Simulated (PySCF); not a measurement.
Vertical excitations of a molecule C11H8OS from TDA-PBE/def2-SVP (PySCF), as energy in eV (oscillator strength): 2.87 (0.000), 3.65 (0.594), 3.90 (0.043), 4.09 (0.000), 4.11 (0.014), 4.31 (0.000). Lowest triplet (TDA): 2.48 eV. Geometry optimised at B3LYP-D3(BJ)/def2-SVP. Other conformers were not sampled.

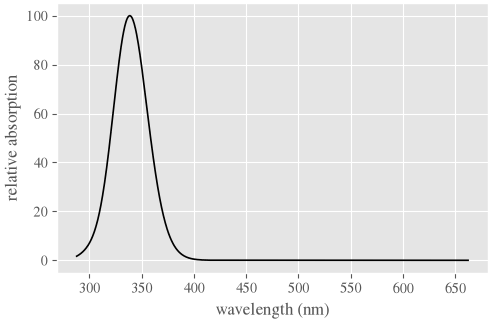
*The lines broadened by 0.4 eV.*

Task: Pick the molecule that these values belong to.
A) O=Cc1ccc(-c2cccs2)cc1
B) Cc1ccsc1C#Cc1ccco1
C) O=Cc1cccc2ccc(S)cc12
D) O=Cc1ccc(S)c2ccccc12

Result: A, O=Cc1ccc(-c2cccs2)cc1
